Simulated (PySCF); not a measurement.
## Electronic structure of GaS (doublet) in real space

```xyz
2

Ga    0.0000    0.0000   -0.6582
S     0.0000    0.0000    1.4188
```

These are results of PBE0/def2-TZVPP, non-relativistic Hamiltonian with scalar-relativistic core potentials where named, at a bond length of 2.077 Å (PySCF), not measurements.

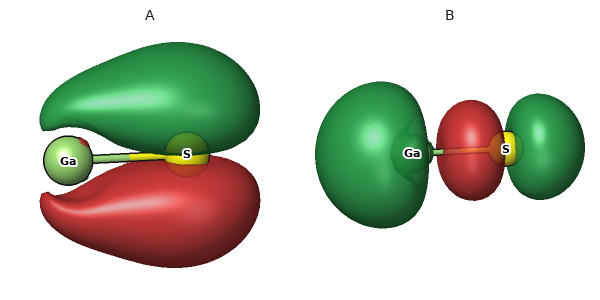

Figure 1. Two frontier α-spin orbitals, each drawn at the value that holds 80 % of its norm (green and red are the two phases), in no order; of a degenerate pair one member is drawn.

### Name the orbitals and rank them from lowest to highest energy.

Orbital B: σ, occupied in this spin, −7.59 eV; shared between the atoms (Ga 60 %, S 40 %).
Orbital A: π, occupied in this spin, −7.30 eV; mainly on S (80 %).

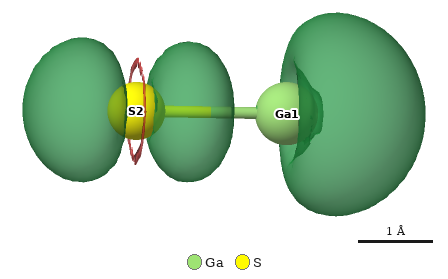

Figure 2. Isosurfaces of the spin density at +0.02 (green) and −0.02 e/Å³ (red), seen from one side.

### Where is the unpaired spin?

The unpaired spin (1 electron) lies mostly on Ga1 (about 0.6) and S2 (about 0.4), in electrons by Hirshfeld's partition.

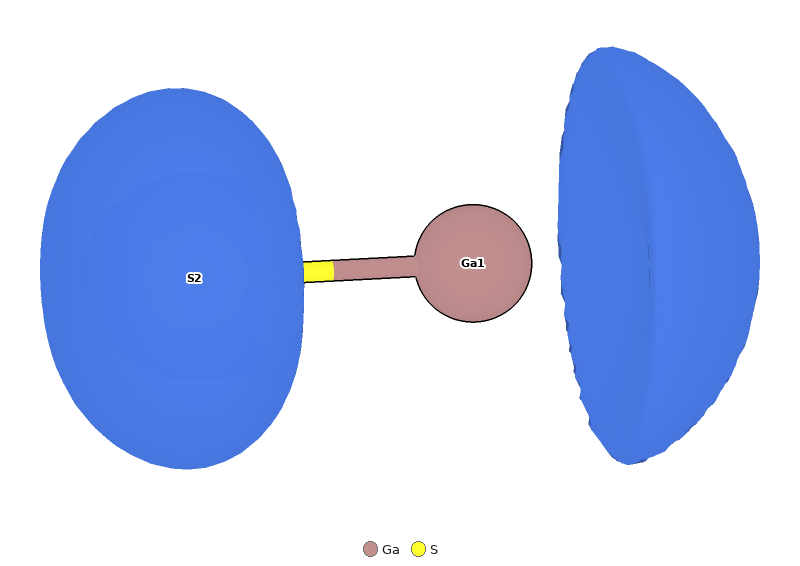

Figure 3. Isosurface of the electron localisation function at 0.8 (blue), seen from one side. Core shells and regions of very low density are left out.

### Identify the bonds, lone pairs and shells in this picture.

The ELF exceeds this value in one lobe on Ga, pointing away from the bonds (non-bonding electrons) and one region wrapped around S (its valence shell).


Ga–S (2.08 Å): the ELF peaks at about 0.70 in the valence shell of S, 0.9 Å from its nucleus, and is about 0.55 at the midpoint.
